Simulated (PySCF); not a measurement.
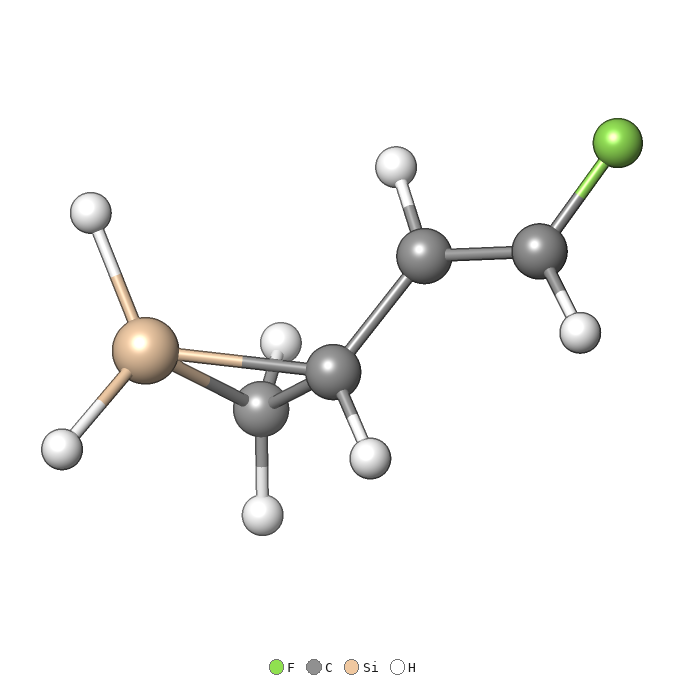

The computed structure is the end point of a PBE0-D3(BJ)/def2-SVP optimisation. No frequency run is at hand to confirm it as a minimum.

Description:

It has 13 atoms: 4 carbon, 7 hydrogen, 1 fluorine and 1 silicon (C4H7FSi). SMILES: `F/C=C/[C@@H]1C[SiH2]1`. Independent rings (smallest set): 1 of 3 members. Among its groups: alkene, C–F bond, Si–H bond. This geometry has C1 symmetry. Coordination, clear cases only: 2 C trigonal planar.

The parts below concern this one geometry. Atoms keep their numbers from picture to picture.

### Polarisability

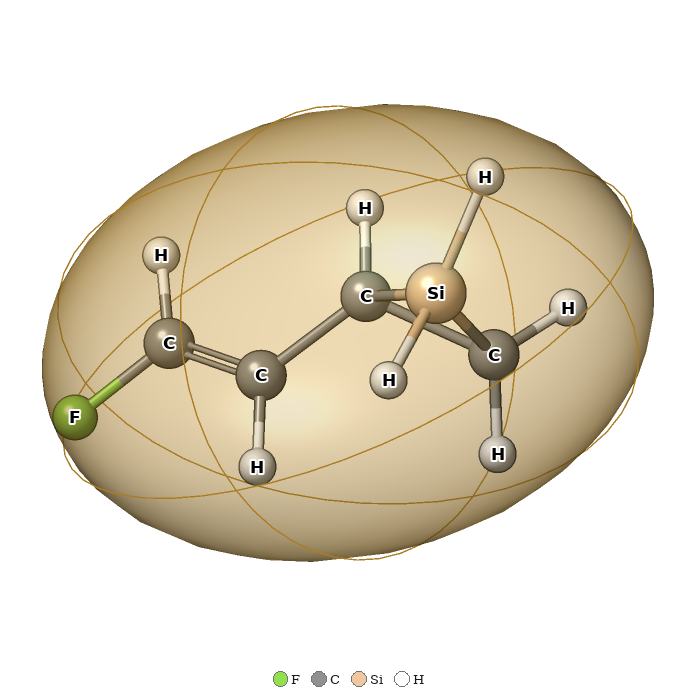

The ellipsoid shows the static dipole polarisability: its half-axes are proportional to the principal values. No frequency run is at hand to confirm it as a minimum. Level of theory: PBE0/def2-SVP (PySCF 2.14.0).

**Give the principal values, the mean and the anisotropy.**

Principal values 56.0, 58.8, 96.4 bohr³; mean 70.4 bohr³ (10.43 Å³); anisotropy 39.2 bohr³, so the longest axis is 1.72 times the shortest.

### Excitation

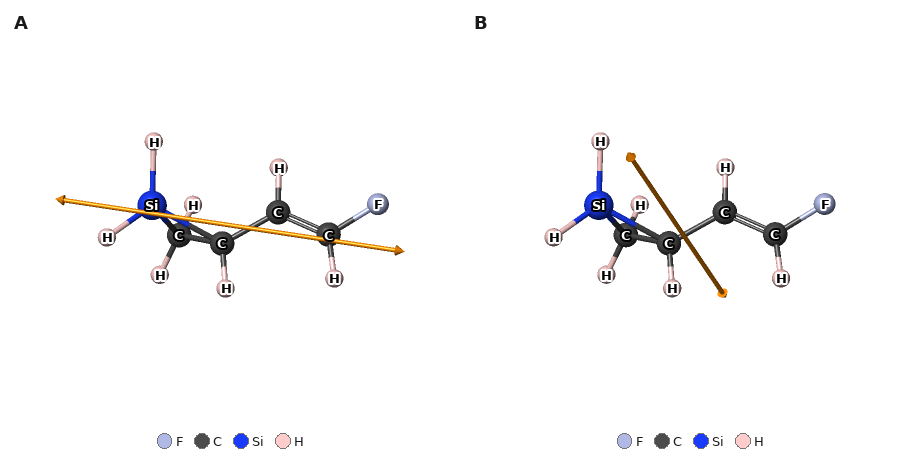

The double arrows show the directions of two transition dipoles from the ground state (lengths mean nothing). No frequency run is at hand to confirm it as a minimum. Method: TDDFT PBE0/aug-cc-pVDZ, vertical, gas phase, core orbitals frozen in the response (PySCF 2.14.0).

**One belongs to singlet state 4 and one to singlet state 8. Which is which?**

A: state 4, 5.74 eV (216 nm), oscillator strength 0.17, mainly HOMO → LUMO+2 (weight 0.86).
B: state 8, 6.50 eV (191 nm), oscillator strength 0.019, of mixed character, with the largest part HOMO−1 → LUMO (weight 0.47).

### Levels of theory compared

No frequency run is at hand to confirm it as a minimum. Program: PySCF 2.14.0.

Compare HOMO–LUMO gap (eV) at these levels: PBE0/6-31+G*; PBE0/aug-cc-pVDZ; PBE0/def2-SVP; PBE0/def2-TZVP; PBE0/def2-TZVPD.

```json
{"level": "PBE0/6-31+G*", "HOMO–LUMO gap (eV)": "6.11"}
{"level": "PBE0/aug-cc-pVDZ", "HOMO–LUMO gap (eV)": "6.08"}
{"level": "PBE0/def2-SVP", "HOMO–LUMO gap (eV)": "6.51"}
{"level": "PBE0/def2-TZVP", "HOMO–LUMO gap (eV)": "6.23"}
{"level": "PBE0/def2-TZVPD", "HOMO–LUMO gap (eV)": "6.12"}
```
